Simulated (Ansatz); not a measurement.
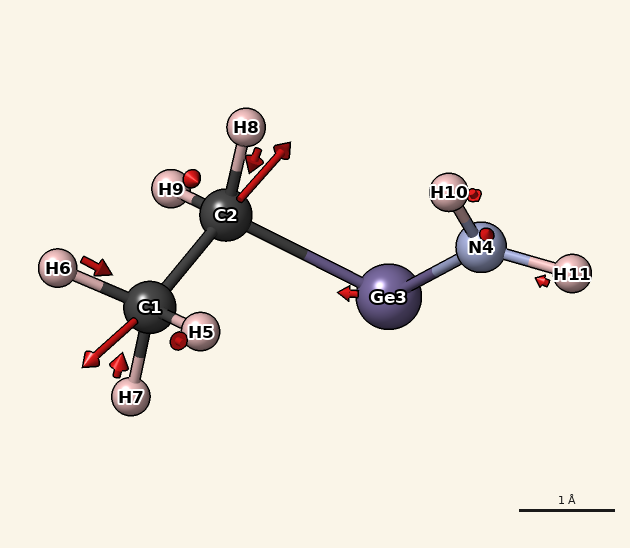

Arrows show the forces on the atoms, 4 Å of arrow for 1 eV/Å; forces under a tenth of the largest aren't drawn. Level of theory: ωB97M-V/def2-TZVPP (Ansatz 0.2.0).

> Which bond do the forces act along most?

C1–C2, now 1.528 Å: the forces push its atoms apart, so a first step downhill lengthens it.

List the force components in the frame of the picture (x right, y up, z towards the viewer), in eV/Å.

```csv
atom,Fx,Fy,Fz
C1,−0.14,−0.13,0.13
C2,0.14,0.15,−0.13
Ge3,−0.06,0.00,0.00
N4,0.01,0.02,0.04
H5,−0.03,0.02,−0.07
H6,0.08,−0.04,−0.02
H7,0.02,0.07,0.04
H8,−0.02,−0.07,−0.03
H9,0.03,−0.02,0.07
H10,0.02,−0.03,−0.04
H11,−0.04,0.02,0.01
```
